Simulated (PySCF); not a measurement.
# One shape, several levels: CH6ClNOSi (SMILES CO[SiH](N)Cl)

Aim: a comparison of 4 runs (HF/3-21G, HF/def2-SVP, wB97X/STO-3G, PBE0/def2-SVP) of CH6ClNOSi. The job is set up through a Python script.

Program for the calculation: PySCF 2.14.0.

### Step 1. Starting point

CH6ClNOSi: 11 atoms, total charge 0, spin state singlet. As SMILES, `CO[SiH](N)Cl`. The shape is that of a PBE0-D4/def2-TZVP optimisation. This is one conformer, not always the lowest.

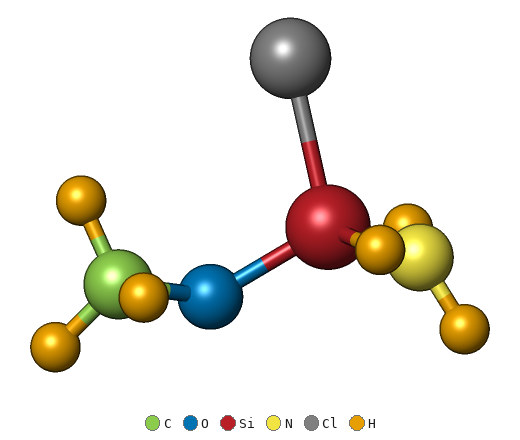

The structure, seen from a chosen angle (carbon green, oxygen blue, silicon red, nitrogen yellow, chlorine grey, hydrogen amber).

### Step 2. Energy and gradient at HF/3-21G (run 1)

job.py

```python
from pyscf import gto, scf

molecule = gto.M(
    atom='''
C     -2.270317     2.782055    -0.314450
O     -0.936737     0.610759    -1.098309
Si     0.870597    -1.070719     0.747954
N      2.290348    -3.490324    -0.777055
Cl     3.653974     1.269140     2.134824
H     -0.970941     4.313867     0.176878
H     -3.475773     2.384645     1.322241
H     -3.466703     3.397539    -1.876120
H     -0.625310    -2.041660     2.899974
H      1.322808    -5.074104    -1.195252
H      3.731453    -3.189102    -1.981756
''',
    verbose=3,
    spin=0,
    max_memory=1860,
    basis='3-21g',
    unit='bohr',
    charge=0,
)

calc0 = scf.RHF(molecule)
calc0.conv_tol = 1e-10
calc0.kernel()
if not calc0.converged:
    calc0 = calc0.newton().run(calc0.mo_coeff, calc0.mo_occ)

etot = calc0.e_tot
print('Final energy', etot)
grad = calc0.nuc_grad_method().kernel()
calc0.analyze()
```

Run with:

```
$ OMP_NUM_THREADS=1 python job.py
```

Log:

```text
converged SCF energy = -914.541704182762
[... 10 lines left out ...]
MO #1   energy= -104.086710451552  occ= 2
[... 7 lines left out ...]
MO #9   energy= -7.94247323939411  occ= 2
[... 7 lines left out ...]
MO #17  energy= -0.94453253314161  occ= 2
[... 7 lines left out ...]
MO #25  energy= -0.480985746111783 occ= 2
[... 7 lines left out ...]
MO #33  energy= 0.290997516460583  occ= 0
[... 7 lines left out ...]
MO #41  energy= 0.50286227545899   occ= 0
[... 7 lines left out ...]
MO #49  energy= 1.03042620592308   occ= 0
[... 7 lines left out ...]
MO #57  energy= 1.46511648569118   occ= 0
[... 7 lines left out ...]
MO #65  energy= 3.33621919543193   occ= 0
[... 12 lines left out ...]
Dipole moment(X, Y, Z, Debye): -2.30516, -1.20936, -1.12371
```

It took 3.6 s on 1 thread of Intel Xeon at 2.70GHz, shared host; peak memory 0.14 GiB.

### Step 3. Energy and forces at HF/def2-SVP (run 2)

geometry.xyz

```xyz
11
CH6ClNOSi
C     -1.201400     1.472200    -0.166400
O     -0.495700     0.323200    -0.581200
Si     0.460700    -0.566600     0.395800
N      1.212000    -1.847000    -0.411200
Cl     1.933600     0.671600     1.129700
H     -0.513800     2.282800     0.093600
H     -1.839300     1.261900     0.699700
H     -1.834500     1.797900    -0.992800
H     -0.330900    -1.080400     1.534600
H      0.700000    -2.685100    -0.632500
H      1.974600    -1.687600    -1.048700
```

run.py

```python
import pyscf.grad
from pyscf import gto, scf

system = gto.Mole()
system.atom = 'geometry.xyz'
system.charge = 0
system.basis = 'def2-svp'
system.verbose = 4
system.max_memory = 1860
system.build()

hf = scf.RHF(system)
hf.conv_tol = 1e-10
hf.kernel()
if not hf.converged:
    hf = hf.newton().run(hf.mo_coeff, hf.mo_occ)

energy = hf.e_tot
print('Final energy', energy)
grad = hf.Gradients().kernel()
hf.analyze()
```

Run with:

```
$ OMP_NUM_THREADS=1 python run.py
```

Log:

```text
PySCF version 2.14.0

[... 82 lines left out ...]
Nuclear Repulsion Energy =             308.160020591831994
[... 15 lines left out ...]
MO #10  energy= -6.18084328113903  occ= 2
[... 13 lines left out ...]
MO #24  energy= -0.520059491985837 occ= 2
[... 13 lines left out ...]
MO #38  energy= 0.309073429681436  occ= 0
[... 13 lines left out ...]
MO #52  energy= 0.866548146134982  occ= 0
[... 13 lines left out ...]
MO #66  energy= 1.21887489064978   occ= 0
[... 13 lines left out ...]
MO #80  energy= 1.87263096337099   occ= 0
[... 13 lines left out ...]
MO #94  energy= 2.63754086561459   occ= 0
[... 13 lines left out ...]
MO #108 energy= 3.73988858760378   occ= 0
[... 122 lines left out ...]
Dipole moment(X, Y, Z, Debye): -1.34288, -0.74069, -0.88774
```

Run time: 13 s. Hardware: 1 thread of Intel Xeon at 2.70GHz, shared host; peak memory 0.25 GiB.

Run 3 isn't shown in full; the table further down has it.

### Step 4. Energy and gradient at PBE0/def2-SVP (run 4)

run.py

```python
import pyscf.grad
from pyscf import gto, dft

molecule = gto.Mole()
molecule.atom = [
    ('C', (-1.201400, 1.472200, -0.166400)),
    ('O', (-0.495700, 0.323200, -0.581200)),
    ('Si', (0.460700, -0.566600, 0.395800)),
    ('N', (1.212000, -1.847000, -0.411200)),
    ('Cl', (1.933600, 0.671600, 1.129700)),
    ('H', (-0.513800, 2.282800, 0.093600)),
    ('H', (-1.839300, 1.261900, 0.699700)),
    ('H', (-1.834500, 1.797900, -0.992800)),
    ('H', (-0.330900, -1.080400, 1.534600)),
    ('H', (0.700000, -2.685100, -0.632500)),
    ('H', (1.974600, -1.687600, -1.048700)),
]
molecule.max_memory = 1860
molecule.verbose = 3
molecule.basis = 'def2-svp'
molecule.build()

myscf = dft.RKS(molecule)
myscf.xc = 'pbe0'
myscf.conv_tol = 1e-10
myscf.grids.level = 5
myscf.kernel()
if not myscf.converged:
    myscf = myscf.newton().run(myscf.mo_coeff, myscf.mo_occ)

etot = myscf.e_tot
print(f'total energy: {etot:.8f} hartree')
grad = myscf.Gradients().kernel()
myscf.analyze()
```

Run with:

```
$ OMP_NUM_THREADS=1 python run.py
```

Log:

```text
converged SCF energy = -920.666512571407
[... 13 lines left out ...]
MO #4   energy= -14.3772556436845  occ= 2
[... 12 lines left out ...]
MO #17  energy= -0.703867210834249 occ= 2
[... 12 lines left out ...]
MO #30  energy= 0.0583641555002603 occ= 0
[... 12 lines left out ...]
MO #43  energy= 0.413106029138673  occ= 0
[... 12 lines left out ...]
MO #56  energy= 0.710208427198598  occ= 0
[... 12 lines left out ...]
MO #69  energy= 1.036263396437     occ= 0
[... 12 lines left out ...]
MO #82  energy= 1.69504588290097   occ= 0
[... 12 lines left out ...]
MO #95  energy= 2.38205043552945   occ= 0
[... 12 lines left out ...]
MO #108 energy= 3.35509723190225   occ= 0
[... 12 lines left out ...]
Dipole moment(X, Y, Z, Debye): -1.13291, -0.81850, -1.01830
```

Wall time 50 s (1 thread of Intel Xeon at 2.70GHz, shared host); peak memory 1.1 GiB.

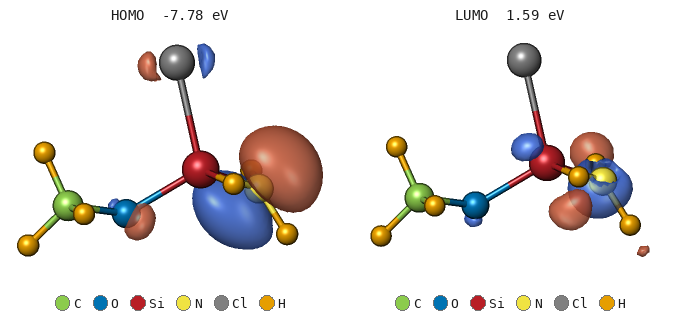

Frontier orbitals of this run, surfaces at ±0.2 Å^-3/2.

### Step 5. The series

```csv
run,level,integration grid,energy (Eh),dipole moment (D),HOMO energy (eV),LUMO energy (eV),wall time
1,HF/3-21G,–,-914.541704,2.84,-11.55,5.17,3.6 s
2,HF/def2-SVP,–,-918.862351,1.77,-11.54,4.72,13 s
3,wB97X/STO-3G,5,-910.820473,2.99,-7.22,7.61,23 s
4,PBE0/def2-SVP,5,-920.666513,1.73,-7.78,1.59,50 s
```

### Step 6. Results

```
                       quantity          value
            run 4: total energy  -920.66651 Eh
           run 4: dipole moment         1.73 D
             run 4: HOMO energy       -7.78 eV
             run 4: LUMO energy        1.59 eV
           run 4: HOMO–LUMO gap        9.37 eV
run 4: largest force on an atom     0.849 eV/Å
```

The dipole moment (its size) runs from 1.73 D (PBE0/def2-SVP) to 2.99 D (wB97X/STO-3G). The two ends differ in method and basis. The HOMO–LUMO gap runs from 9.37 eV (PBE0/def2-SVP) to 16.72 eV (HF/3-21G). Totals of different functionals can't be ranked against each other. In run 3 the basis is minimal, so the values are rough. All runs together took 90 s, the longest 50 s.
